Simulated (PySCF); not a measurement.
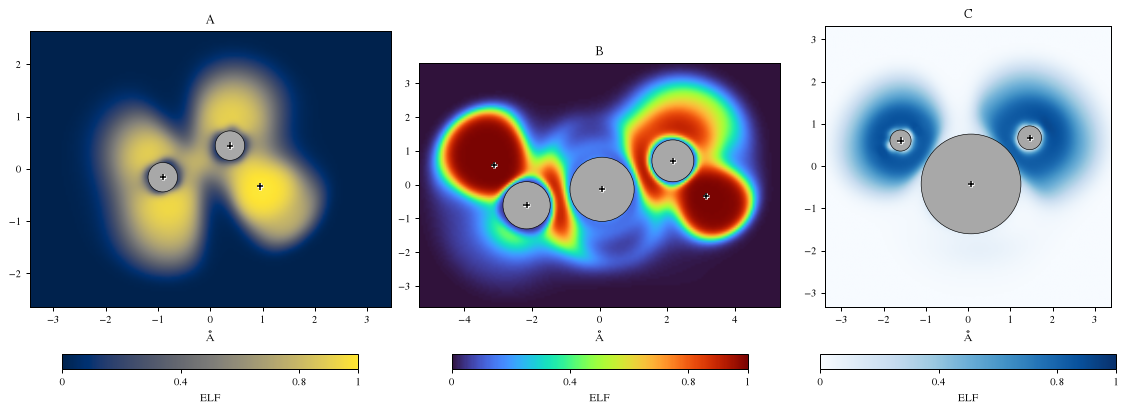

The electron localisation function of 3 systems, each on a plane through atoms (crosses mark nuclei in the plane; grey discs cover the cores).

Level of theory: PySCF, DFT single point, gas phase, functional B3LYP.

System 1: CuH₆PSi (charge −1, doublet), the plane of atoms Cu1, Si6 and H8. Geometry: BP86-D3(BJ)/ma-def2-SVP.

```xyz
9

Cu    0.0722   -0.0620    0.0772
P    -0.2879    0.2675    2.2833
H     0.4465   -0.6743    3.0777
H    -1.6256   -0.4893    2.6319
H     0.6830    1.4174    2.7543
Si    0.1735   -0.0996   -2.2048
H     1.5047    0.2780   -2.8673
H    -0.7802    0.8273   -2.9711
H    -0.1173   -1.4285   -2.9141
```

System 2: F₂NbO₂ (SMILES [O]=[Nb-](=[O])([F])[F]) (charge −1), the plane of atoms O2, Nb1 and F4. Geometry: BP86-D3(BJ)/ma-def2-SVP; core potentials replace the inner electrons of Nb.

```xyz
5

Nb    0.0366    0.0013    0.0264
O    -0.2456   -0.0149    1.7699
O     1.7815   -0.0058   -0.2504
F    -0.7666    1.6009   -0.7736
F    -0.7849   -1.5737   -0.8026
```

System 3: H₂O₂ (hydrogen peroxide), the plane of atoms O2, O1 and H3. Geometry: PBE0-D3(BJ)/def2-SVP.

```xyz
4

O    -0.6044    0.1649    0.3562
O     0.4328   -0.4626   -0.3809
H    -0.8333    0.8968   -0.2331
H     1.1803   -0.3552    0.2231
```

Q: Match each panel to its system.

A: Panel A is system 3, H₂O₂: the plane holds O and H. O–O (1.42 Å): the ELF peaks at about 0.75 between the atoms: a covalent bond. Panel B is system 1, CuH₆PSi: the plane holds Cu, P, H and Si. Cu–P (2.26 Å): the ELF peaks at about 0.90 between the atoms. Panel C is system 2, F₂NbO₂: the plane holds Nb, O and F. Nb–O (1.77 Å): the ELF peaks at about 0.80 in the valence shell of O, 0.5 Å from its nucleus, and drops to about 0.40 between the two atoms.
